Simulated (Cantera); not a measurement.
A closed system holds: 1 mol Zr, 11 mol N₂, at 2325 K.

These are equilibrium values from Cantera (NASA tables, ideal gas, pure condensed phases), not measurements of a reactor. Candidate condensed phases: Zr, ZrN; 4 gas species. ZrN: taken at fixed stoichiometry. The numbers say what is thermodynamically allowed, not how fast it happens.

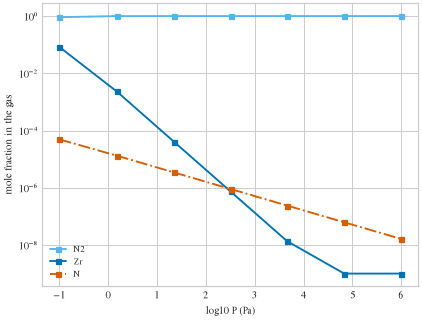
Equilibrium gas composition (values under 1e-9 drawn at 1e-9)

At 0.000750 Torr nothing is condensed. From 0.0113 Torr to 7500 Torr the condensed part is ZrN(s).
